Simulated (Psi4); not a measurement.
**GaH3F− (SMILES [H][Ga-]([H])([H])[F]): PBE/aug-cc-pVDZ**

Aim: the energy change on altering one bond length of GaH3F− at PBE/aug-cc-pVDZ, from 2 runs. 

The results are computed with Psi4 1.11.

4 further runs of the same task are left out: 4 that didn't finish.

## (1) The system as given

The species is GaH3F− (5 atoms), meant as a singlet with charge -1. As SMILES, `[H][Ga-]([H])([H])[F]`. Geometry: a GFN2-xTB relaxation, a rough one for these elements and not checked as a minimum.

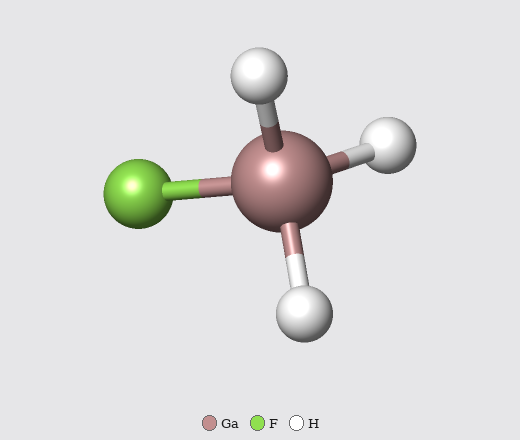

Viewed from a chosen angle; gallium pink, fluorine green, hydrogen white.

## (2) The energy at PBE/aug-cc-pVDZ

The input, fgah3.json:

```json
{
  "schema_name": "qcschema_input",
  "schema_version": 1,
  "molecule": {
    "schema_name": "qcschema_molecule",
    "schema_version": 2,
    "symbols": ["Ga", "F", "H", "H", "H"],
    "geometry": [-0.00308025, 0.00179524, -0.17402488, 0.02284679, -0.03567803, 3.18881835, 2.81009834, 0.0221098, -1.02054659, -1.42046933, 2.44575914, -0.97165938, -1.40939554, -2.43398615, -1.0225686],
    "molecular_charge": -1,
    "molecular_multiplicity": 1,
    "fix_symmetry": "c1"
  },
  "driver": "energy",
  "model": {
    "method": "pbe",
    "basis": "aug-cc-pVDZ"
  },
  "keywords": {
    "puream": true,
    "e_convergence": 1e-09,
    "d_convergence": 1e-08,
    "scf_type": "pk",
    "dft_radial_points": 99,
    "dft_spherical_points": 590,
    "scf_properties": ["WIBERG_LOWDIN_INDICES", "LOWDIN_CHARGES", "MAYER_INDICES"]
  }
}
```

The run is started by

```
$ psi4 --qcschema fgah3.json -n 1 --memory 1600MB
```

stdout:

```text
[...]
  Running in c1 symmetry.
[...]
  Nuclear repulsion =  120.580453341038535
[...]
  Multiplicity = 1
[...]
  Nalpha       = 22
  Nbeta        = 22
[...]
    Number of basis functions: 86
[...]
   @RKS iter   1: -2024.96474703226045   -2.38176e+00   1.59008e-02 ADIIS/DIIS
[...]
   @RKS iter  11: -2026.14897530697294   -9.77707e-12   6.16093e-09 DIIS
[...]
    Orbital Energies [Eh]
    ---------------------
    Doubly Occupied:
       1A   -370.738307     2A    -45.135885     3A    -39.979452
       4A    -39.979449     5A    -39.979385     6A    -24.005599
       7A     -5.050130     8A     -3.375794     9A     -3.373986
      10A     -3.373978    11A     -0.800656    12A     -0.507841
      13A     -0.507817    14A     -0.504409    15A     -0.503397
      16A     -0.503386    17A     -0.211611    18A     -0.109223
      19A     -0.107126    20A     -0.107099    21A     -0.036675
      22A     -0.036485
[...]
  @RKS Final Energy: -2026.14897530697294
   => Energetics <=
    Nuclear Repulsion Energy =            120.5804533410385346
    One-Electron Energy =               -3075.0259924783963470
    Two-Electron Energy =                1014.6855099724216416
    DFT Exchange-Correlation Energy =     -86.3889461420369997
    Empirical Dispersion Energy =           0.0000000000000000
    VV10 Nonlocal Energy =                  0.0000000000000000
    Total Energy =                      -2026.1489753069729431
[...]
 Multipole Moments:
 ------------------------------------------------------------------------------------
     Multipole            Electronic (a.u.)      Nuclear  (a.u.)        Total (a.u.)
 ------------------------------------------------------------------------------------
 L = 1.  Multiply by 2.5417464519 to convert [e a0] to [Debye]
 Dipole X            :          0.0007043           -0.0050553           -0.0043510
 Dipole Y            :         -0.0127159            0.0142607            0.0015448
 Dipole Z            :          1.1582334           -1.2459248           -0.0876914
 Magnitude           :                                                    0.0878128
[...]
```

The result, in JSON:

```text
{
 "driver": "energy",
 "model": {
  "method": "pbe",
  "basis": "aug-cc-pVDZ"
 },
 "success": true,
 "return_result": -2026.148975306973,
 "properties": {
  "calcinfo_nbasis": 86,
  "calcinfo_nmo": 86,
  "calcinfo_nalpha": 22,
  "calcinfo_nbeta": 22,
  "calcinfo_natom": 5,
  "nuclear_repulsion_energy": 120.58045334103853,
  "return_energy": -2026.148975306973,
  "scf_one_electron_energy": -3075.0259924783963,
  "scf_two_electron_energy": 1014.6855099724216,
  "scf_xc_energy": -86.388946142037,
  "scf_dipole_moment": [-0.004351012394580467, 0.0015447738983045411, -0.08769135560344776],
  "scf_total_energy": -2026.148975306973,
  "scf_iterations": 11
 }
}
```

It took 13 s on 1 thread of Intel Xeon 6975P-C (Granite Rapids), shared host; peak memory 1.2 GiB.

## (3) The distorted shape: energy and forces at PBE/aug-cc-pVDZ

The input, fgah3.in:

```
memory 1.6 GB

molecule system {
  -1 1
  Ga    -1.192603    -0.007650     0.266289
  F     -1.178883    -0.027480     2.045829
  H      1.487040     0.011700    -0.540050
  H     -1.942653     1.285640    -0.155801
  H     -1.936793    -1.296610    -0.182741
  symmetry c1
  no_reorient
  no_com
}

set {
  basis aug-cc-pVDZ
  puream true
  e_convergence 1e-09
  d_convergence 1e-08
  scf_type pk
  dft_radial_points 99
  dft_spherical_points 590
}

e, wfn = gradient('pbe', return_wfn=True)
oeprop(wfn, 'MULLIKEN_CHARGES', 'LOWDIN_CHARGES', 'WIBERG_LOWDIN_INDICES', title='PBE')
```

The run is started by

```
$ psi4 -i fgah3.in -o fgah3.out -n 1
```

fgah3.out, shortened:

```text
[...]
  Running in c1 symmetry.
[...]
  Nuclear repulsion =  115.267930336131272
[...]
  Multiplicity = 1
[...]
  Nalpha       = 22
  Nbeta        = 22
[...]
    Number of basis functions: 86
[...]
   @RKS iter   1: -2024.49577293056291   -2.12889e+00   1.58026e-02 ADIIS/DIIS
[...]
   @RKS iter  14: -2026.08826771907115   -4.77485e-12   1.72345e-09 DIIS
[...]
  @RKS Final Energy: -2026.08826771907115
   => Energetics <=
    Nuclear Repulsion Energy =            115.2679303361312719
    One-Electron Energy =               -3062.2548863826232264
    Two-Electron Energy =                1007.1612077313568534
    DFT Exchange-Correlation Energy =     -86.2625194039362100
    Empirical Dispersion Energy =           0.0000000000000000
    VV10 Nonlocal Energy =                  0.0000000000000000
    Total Energy =                      -2026.0882677190711547
[...]
 Multipole Moments:
 ------------------------------------------------------------------------------------
     Multipole            Electronic (a.u.)      Nuclear  (a.u.)        Total (a.u.)
 ------------------------------------------------------------------------------------
 L = 1.  Multiply by 2.5417464519 to convert [e a0] to [Debye]
 Dipole X            :         94.6691804          -94.4353706            0.2338098
 Dipole Y            :          0.9238664           -0.9141361            0.0097303
 Dipole Z            :        -49.4166867           48.7338220           -0.6828647
 Magnitude           :                                                    0.7218489
[...]
  -Total Gradient:
     Atom            X                  Y                   Z
    ------   -----------------  -----------------  -----------------
       1       -0.019518930449    -0.000106994651     0.023995091425
       2       -0.004526899043     0.000305803797    -0.030381317487
       3        0.024662480304     0.000184694561    -0.006554474364
       4       -0.000192472471    -0.015931588996     0.006325924603
       5       -0.000434630253     0.015548048295     0.006608877665
[...]
  Mulliken Charges: (a.u.)
   Center  Symbol    Alpha    Beta     Spin     Total
       1    GA    15.60208 15.60208  0.00000 -0.20416
       2     F     4.76842  4.76842  0.00000 -0.53684
       3     H     0.78034  0.78034  0.00000 -0.56068
       4     H     0.42436  0.42436  0.00000  0.15127
[...]
```

Run time: 24 s. Hardware: 1 thread of Intel Xeon 6975P-C (Granite Rapids), shared host; peak memory 1.2 GiB.

## (4) Outcome

Level: PBE/aug-cc-pVDZ.

| quantity | value |
| --- | --- |
| first shape: total energy | -2026.14898 Eh |
| first shape: HOMO energy | -0.99 eV |
| first shape: LUMO energy | 3.03 eV |
| first shape: HOMO–LUMO gap (to an unbound level, set by the basis) | 4.02 eV |
| distorted shape: total energy | -2026.08827 Eh |
| distorted shape: HOMO energy | -0.27 eV |
| distorted shape: LUMO energy | 2.46 eV |
| distorted shape: HOMO–LUMO gap (to an unbound level, set by the basis) | 2.73 eV |
| distorted shape: largest force on an atom | 1.591 eV/Å |
| energy change with the Ga1–H3 bond stretched from 1.555 to 2.798 Å | 1.652 eV |

In words: With the Ga1–H3 bond stretched from 1.555 to 2.798 Å the energy rises by 1.65 eV (38 kcal/mol). The first shape isn't relaxed at this level, so the change isn't measured from a minimum.
